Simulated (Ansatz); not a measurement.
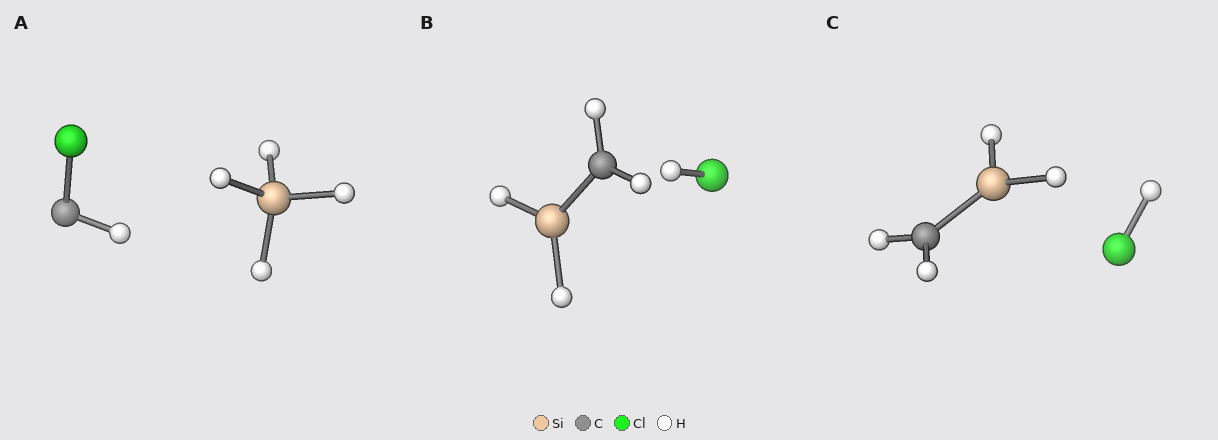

3 stationary structures of one formula. Geometries: PBE-D4/def2-SVP. Electronic energies: PBE-D4/def2-SVP (Ansatz 0.2.0), without zero-point energy. No frequency run is at hand to confirm each as a minimum. Each is one conformer, not always the lowest.

> Rank them by energy, lowest first.

B is lowest (Cs); C lies 0.164 eV above it, A lies 3.026 eV above it (C1).
